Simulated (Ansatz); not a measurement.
Sc (hcp, Mg type), conventional cell a = b = 3.3195 Å, c = 5.1664 Å, α = β = 90.00°, γ = 120.00°. The calculation uses the primitive cell of 2 atoms, to which meshes and values per cell refer.

This relaxed cell (volume V₀) is scaled evenly in all directions, its shape held. Symmetry pins the atoms to their sites.

Calculation: PBE (plane waves to 420 eV, PAW, scalar-relativistic; Ansatz, a program for electronic structure). k mesh 16×16×9 (Γ-centred), Fermi-Dirac smearing 0.05 eV. E stands for the smeared free energy. With the shape held, the modulus is that of even scaling; a crystal free to change shape is softer. Sc is run without spin polarisation. Sc was relaxed with its symmetry unable to fall. The PAW data are Ansatz's earlier set. The zero of ΔE is the relaxed starting cell.

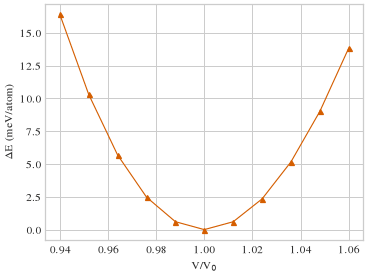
ΔE (meV/atom) against V/V₀; computed points joined by lines.

**Question.** What bulk modulus at fixed cell shape B₀ follows from a third-order Birch-Murnaghan fit?

**Answer.** About 54 GPa.

**Question.** What is ΔE at V/V₀ = 1.060?

**Answer.** About 14 meV/atom.

**Question.** What is ΔE at V/V₀ = 0.940?

**Answer.** About 16 meV/atom.

(Under strain, the slope of the energy per volume gives the stress and its curvature an elastic modulus.)
